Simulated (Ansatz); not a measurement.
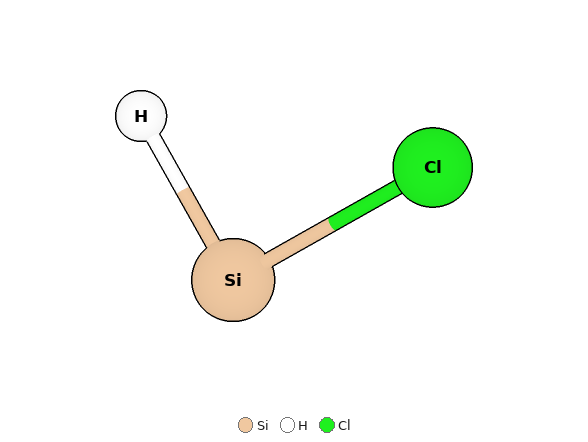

A ball-and-stick model of a molecule.

Describe the molecule.

It has 3 atoms: 1 chlorine, 1 hydrogen and 1 silicon (ClHSi). The point group is Cs. Coordination: 1 Si bent.

The parts below concern this one geometry. Atoms keep their numbers from picture to picture. Computed geometry: PBE0-D4/def2-TZVP optimisation.

**Shape**

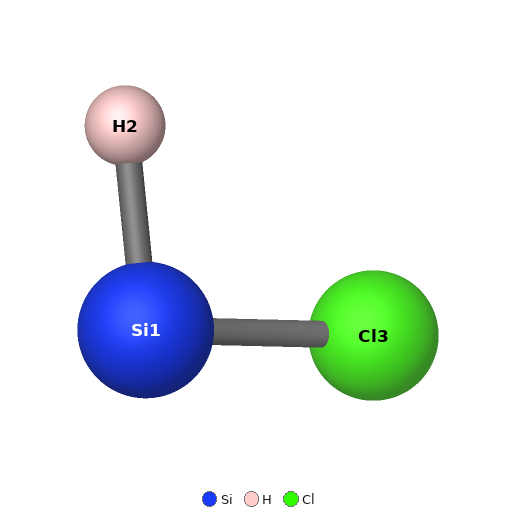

Give these bond angles: H2–Si1–Cl3.

| angle | degrees |
| --- | --- |
| H2–Si1–Cl3 | 94.7 |

**Dipole moment**

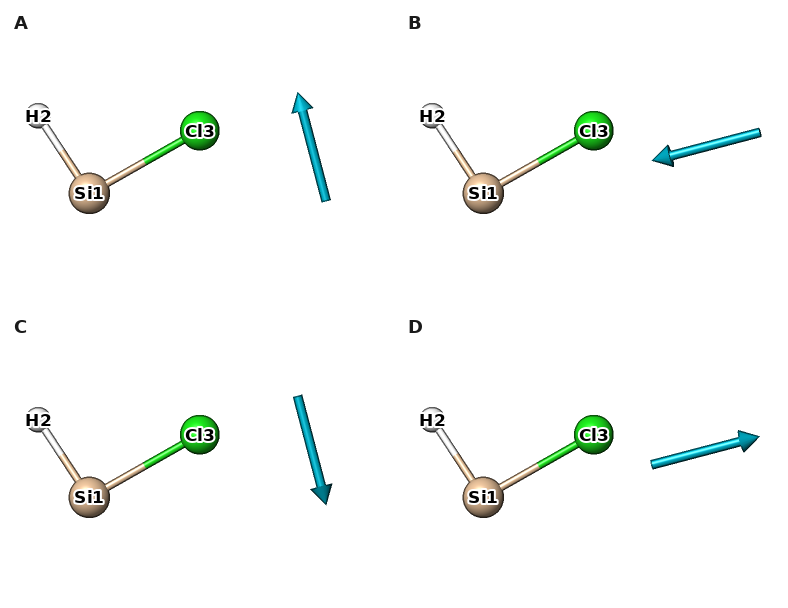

The same molecule four times, each with an arrow. Level of theory: RKS PBE0-D4/def2-TZVP (Ansatz 0.2.0).

**Which arrow points along the dipole moment, from the negative to the positive end?**

B. The dipole moment is 0.97 D; it points from the side of Cl3 to the side of H2 (the outermost atoms at the two ends).

**Vibrations**

Harmonic vibrations computed with RKS PBE0-D4/def2-TZVP (Ansatz 0.2.0) at a stationary point of the same level.

**List the wavenumbers.**

3 modes: 525, 812, 2020 cm⁻¹.

**Charges**

The questions are on Mulliken charges. Method: RKS PBE0-D4/def2-TZVP (Ansatz 0.2.0).

List the Mulliken charges.

```csv
atom,value (e)
Si1,0.24
H2,−0.02
Cl3,−0.22
```

Mulliken values depend strongly on the basis set and can even reverse the polarity of a bond.
